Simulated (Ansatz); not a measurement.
BH₂Cl₂F: several calculations on one system

**1. Relaxation**

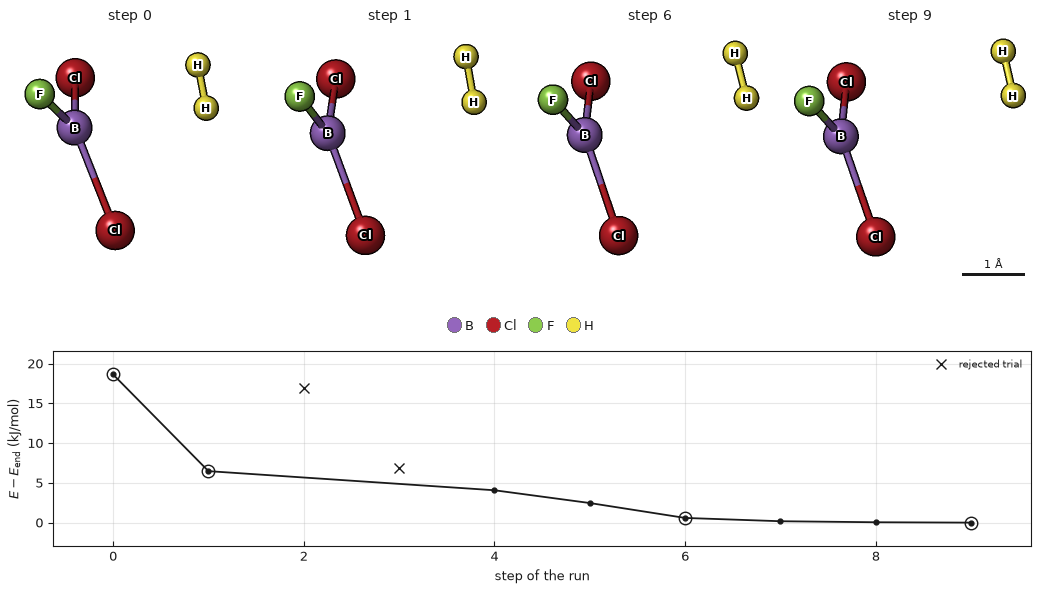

Frames of a relaxation of BH$_{2}$Cl$_{2}$F, marked on the history of the run. A ball-and-stick model, seen at a tilt.

The run prepares an end point of a later path (reaction) calculation, from a guessed geometry.

Method: Ansatz, RKS PBE0/def2-SVP. (no spin polarisation; force threshold 0.03 eV/Å; at most 50 steps)

**Describe the path.**

The atom that moves furthest after the best rigid fit is an H atom (0.55 Å). Largest moves by element: H 0.55 Å, Cl 0.36 Å, B 0.28 Å, F 0.22 Å. Some distances before and after: B–Cl 1.815 → 1.743 Å, H–H 0.718 → 0.761 Å. The energy falls by 18.6 kJ/mol in 7 accepted moves (9 points after the start). The largest force component goes from 1.6 to 0.018 eV/Å. The line search rejected the trial steps at points 2, 3 of the run. Cost: 28 s on 1 thread of Arm Neoverse V2 (shared host), peak memory 0.14 GiB. From step 0 to 1: an H atom moves most (0.20 Å), energy −12.2 kJ/mol. From step 1 to 6: an H atom moves most (0.24 Å), energy −5.89 kJ/mol. From step 6 to 9: an H atom moves most (0.15 Å), energy −0.59 kJ/mol.

```csv
step,"E − E(0), kJ/mol","largest force component, eV/Å",note
0,0.00,1.5793,
1,-12.16,0.9121,
2,-1.69,1.5246,rejected
3,-11.73,0.8409,rejected
4,-14.56,0.7531,
5,-16.17,0.7153,
6,-18.04,0.1880,
7,-18.46,0.0518,
8,-18.58,0.0205,
9,-18.63,0.0183,
```

Limits of the set-up: the start holds two separate molecules, 2.3 Å apart at their closest, whose relative position is a soft coordinate and is computed without a dispersion correction.

**2. Relaxation**

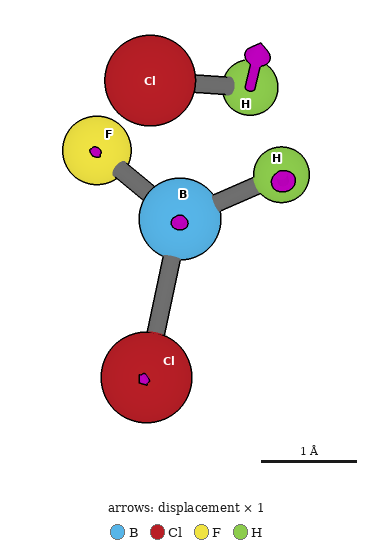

This is a relaxation of BH2Cl2F. The starting structure is drawn; purple arrows show the displacements, at their true length. The two geometries are superimposed by the best rigid fit.

Style: ball-and-stick. Shown from a free direction.

The run prepares an end point of a later path (reaction) calculation, from a guessed geometry.

These are results of Ansatz 0.2.0, RKS PBE0/def2-SVP, not measurements.

Input file:
```yaml
crystal:
  periodic: [false, false, false]
  atoms:
    - { symbol: B, position_ang: [-0.091917, -0.446771, -0.440113] }
    - { symbol: Cl, position_ang: [-0.088899, 0.015163, 2.587682] }
    - { symbol: F, position_ang: [1.051843, 0.148424, -0.672777] }
    - { symbol: Cl, position_ang: [-1.57225, 0.280596, -0.998686] }
    - { symbol: H, position_ang: [-0.105393, -1.524346, 0.081024] }
    - { symbol: H, position_ang: [-0.021784, -1.121867, 1.89917] }
basis:
  gaussian: { orbitals: def2-SVP }
hamiltonian:
  xc: pbe0
relax:
  f_tol: 0.03
  max_steps: 50
```

Run as
```bash
ansatz run input.yaml --threads 1 --pin off --max-ram 2048MiB --backend cpu --events-out ev --progress --plain --runs-dir out
```

What happened in the run?

Answer. The atom that moves furthest after the best rigid fit is H6 (0.78 Å). Largest moves by element: H 0.78 Å, B 0.19 Å, Cl 0.12 Å, F 0.10 Å. Near-neighbour distances that change, for instance: Cl2–H6 1.331 → 1.287 Å, B1–Cl4 1.741 → 1.747 Å, B1–H5 1.197 → 1.202 Å. Over 10 accepted moves (13 points after the start) the energy falls by 2.28 kcal/mol. Largest force component: 1 eV/Å at the start, 0.0043 eV/Å at the end. The line search rejected the trial steps at points 2, 8, 10 of the run.

**3. Path**

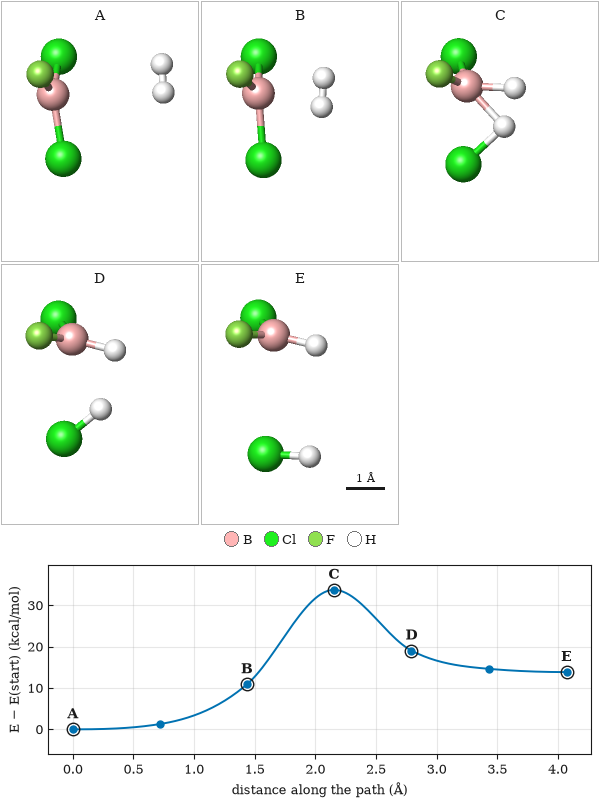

A nudged-elastic-band calculation for BH₂Cl₂F, made up at the start of BCl$_{2}$F and H$_{2}$. Images are numbered from 0 (start) to 6 (end). Frames A to E are images 0, 2, 3, 4, 6. The picture is a ball-and-stick view, seen at a tilt.

Theory: RKS PBE0/def2-SVP (Ansatz 0.2.0).

The input:
```yaml
crystal:
  periodic: [false, false, false]
  atoms:
    - { symbol: B, position_ang: [-0.036113, 0.539693, 0.108664] }
    - { symbol: Cl, position_ang: [-0.00883, 0.996469, 1.790587] }
    - { symbol: F, position_ang: [1.087804, 0.225141, -0.487404] }
    - { symbol: Cl, position_ang: [-1.521569, 0.504647, -0.802766] }
    - { symbol: H, position_ang: [-0.251011, -2.56951, 0.567959] }
    - { symbol: H, position_ang: [-0.098681, -2.345243, 1.27926] }
basis:
  gaussian: { orbitals: def2-SVP }
hamiltonian:
  xc: pbe0
neb:
  order_check: false
  images: 5
  f_tol: 0.05
  max_iterations: 60
  final_atoms:
    - { symbol: B, position_ang: [-0.11637919, -0.35776692, -0.62468859] }
    - { symbol: Cl, position_ang: [-0.05609795, -0.13976489, 2.55966875] }
    - { symbol: F, position_ang: [1.06728058, 0.19787076, -0.73168385] }
    - { symbol: Cl, position_ang: [-1.53530885, 0.60338963, -0.96597829] }
    - { symbol: H, position_ang: [-0.21480953, -1.52934604, -0.37268098] }
    - { symbol: H, position_ang: [0.02691495, -1.42318555, 2.59166295] }
  initial_path:
    images:
      - { positions_ang: [[-0.036113, 0.539693, 0.108664], [-0.00883, 0.996469, 1.790587], [1.087804, 0.225141, -0.487404], [-1.521569, 0.504647, -0.802766], [-0.251011, -2.56951, 0.567959], [-0.098681, -2.345243, 1.27926]] }
      - { positions_ang: [[-0.02260103, 0.36417572, 0.07784911], [-0.00184275, 0.641156, 1.93527844], [1.10690698, 0.1576901, -0.54089171], [-1.55086905, 0.35945676, -0.83741431], [-0.23511765, -2.18031073, 0.5233537], [-0.1248765, -1.99097085, 1.29812477]] }
      - { positions_ang: [[-0.00908905, 0.18865843, 0.04703422], [0.00514449, 0.28584301, 2.07996988], [1.12600996, 0.0902392, -0.59437942], [-1.5801691, 0.21426652, -0.87206262], [-0.21922429, -1.79111146, 0.47874839], [-0.151072, -1.6366987, 1.31698954]] }
      - { positions_ang: [[0.00442292, 0.01314115, 0.01621933], [0.01213174, -0.06946999, 2.22466131], [1.14511294, 0.02278829, -0.64786712], [-1.60946916, 0.06907628, -0.90671093], [-0.20333094, -1.40191219, 0.43414309], [-0.1772675, -1.28242654, 1.33585432]] }
      - { positions_ang: [[-0.03584445, -0.11049487, -0.19741664], [-0.01061149, -0.09290162, 2.33633046], [1.11916882, 0.08114912, -0.67580603], [-1.58474905, 0.24718073, -0.92646671], [-0.20715714, -1.44439014, 0.16520173], [-0.10920668, -1.32934621, 1.7544572]] }
      - { positions_ang: [[-0.07611182, -0.23413089, -0.41105261], [-0.03335472, -0.11633326, 2.44799961], [1.0932247, 0.13950994, -0.70374494], [-1.56002895, 0.42528518, -0.9462225], [-0.21098334, -1.48686809, -0.10373962], [-0.04114587, -1.37626588, 2.17306007]] }
      - { positions_ang: [[-0.11637919, -0.35776692, -0.62468859], [-0.05609795, -0.13976489, 2.55966875], [1.06728058, 0.19787076, -0.73168385], [-1.53530885, 0.60338963, -0.96597829], [-0.21480953, -1.52934604, -0.37268098], [0.02691495, -1.42318555, 2.59166295]] }
```

Launched with:
```bash
ansatz run input.yaml --threads 1 --pin off --max-ram 2048MiB --backend cpu --events-out ev --progress --plain --runs-dir out
```

### Read off the barrier and say what moves.

The highest point, image 3, lies 33.8 kcal/mol above the start and 19.9 kcal/mol above the end; the end is at +13.9 kcal/mol relative to the start. Breaking: B–Cl (1.74 → 3.19 Å), H–H (0.76 → 2.98 Å). Forming: B–H (3.15 → 1.20 Å), Cl–H (3.38 → 1.29 Å). The band converged in 52 iterations. The largest component of the band force went from 5.5 to 0.026 eV/Å. The climbing image converged on the top of the path. Its vibrational analysis gives one imaginary mode (867i cm⁻¹), as a transition state must have.

Limits of the set-up: the start holds two separate molecules, 3.1 Å apart at their closest, whose relative position is a soft coordinate and is computed without a dispersion correction.
